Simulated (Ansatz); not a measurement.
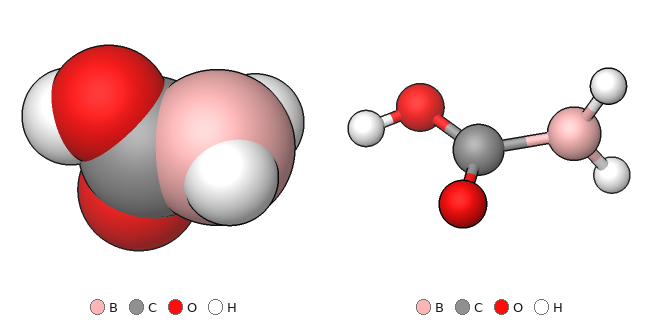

The same structure drawn twice, from different directions.

Computed geometry: PBE0-D4/def2-TZVP optimisation.

Describe the molecule.

Formula CH3BO2. As SMILES it reads `BC(=O)O`. It has no ring. Among its groups: carboxylic acid, B–H bond. This geometry has Cs symmetry. Coordination: 1 B trigonal planar; 1 C trigonal planar; 1 O bent.

More results for the same structure follow; atom numbers are the same in all pictures, views and colours differ.

### Geometry

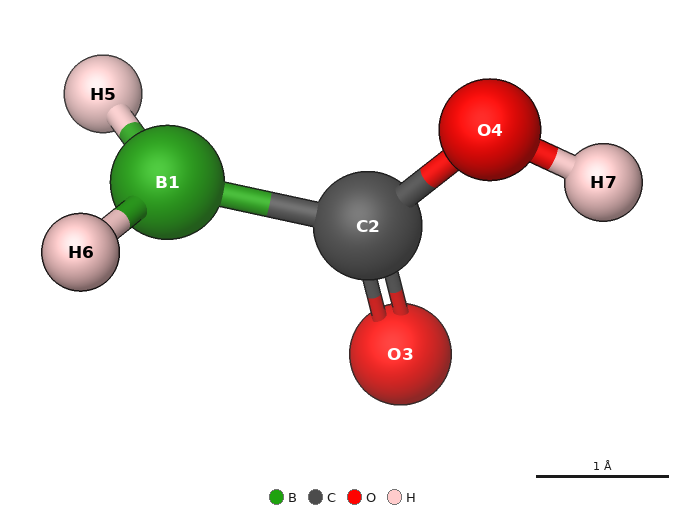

Estimate the angles C2–B1–H5, H5–B1–H6, B1–C2–O3, B1–C2–O4, O3–C2–O4, C2–O4–H7.

```csv
angle,degrees
C2–B1–H5,118.9
H5–B1–H6,121.8
B1–C2–O3,113.6
B1–C2–O4,122.8
O3–C2–O4,123.6
C2–O4–H7,107.5
```

### Charges

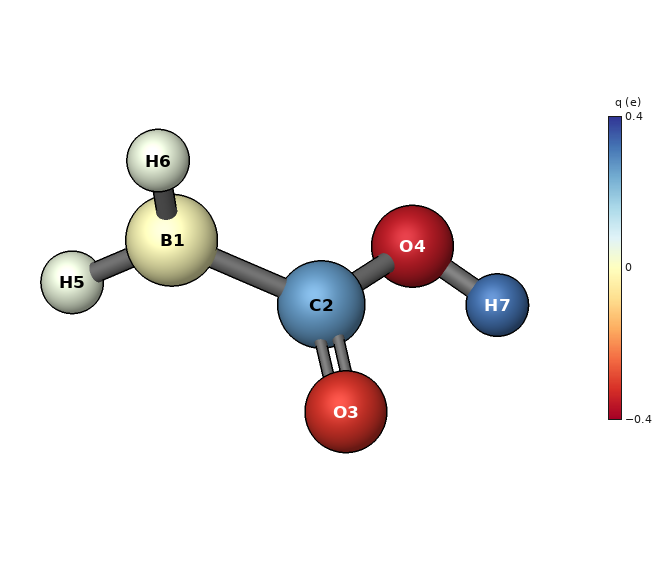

Atoms are coloured by their Mulliken charges. Method: RKS PBE0-D4/def2-TZVP (Ansatz 0.2.0).

List the Mulliken charges.

```json
{"atom": "B1", "value (e)": "−0.01"}
{"atom": "C2", "value (e)": "0.26"}
{"atom": "O3", "value (e)": "−0.31"}
{"atom": "O4", "value (e)": "−0.35"}
{"atom": "H5", "value (e)": "0.05"}
{"atom": "H6", "value (e)": "0.05"}
{"atom": "H7", "value (e)": "0.32"}
```

### Vibrations

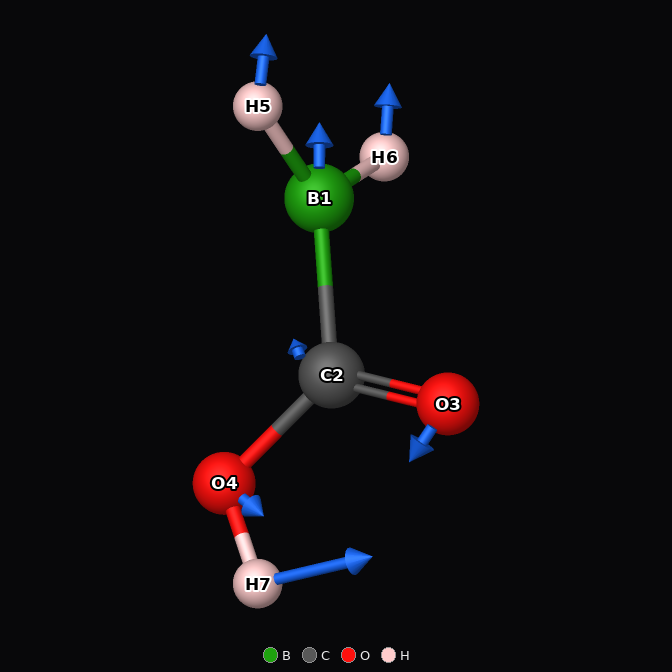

The arrows show one normal mode. Harmonic vibrations computed with RKS PBE0-D4/def2-TZVP (Ansatz 0.2.0) at a stationary point of the same level.

> What kind of motion is it?

Mostly angle bending.

> Estimate its harmonic wavenumber.

544 cm⁻¹; it is mode 4 of 15 counted from the lowest.

### Levels of theory compared

Program: Ansatz 0.2.0.

At this fixed geometry, give vertical IP (eV) at these levels: B2PLYP (frozen core)/def2-TZVPP; B3LYP-D4/def2-TZVPP; CCSD(T)/CBS (MP2 limit from def2-TZVPP and def2-QZVPP plus CCSD(T) − MP2); PBE-D4/def2-TZVPP; PBE0-D4/def2-TZVPP; r2SCAN-D4/def2-TZVPP; ωB97M-V/def2-TZVPP; ωB97X-V/def2-TZVPP.

```csv
level,vertical IP (eV)
B2PLYP (frozen core)/def2-TZVPP,10.82
B3LYP-D4/def2-TZVPP,10.78
CCSD(T)/CBS (MP2 limit from def2-TZVPP and def2-QZVPP plus CCSD(T) − MP2),10.99
PBE-D4/def2-TZVPP,10.61
PBE0-D4/def2-TZVPP,10.67
r2SCAN-D4/def2-TZVPP,10.58
ωB97M-V/def2-TZVPP,10.75
ωB97X-V/def2-TZVPP,10.74
```

Mulliken values depend strongly on the basis set and can even reverse the polarity of a bond.
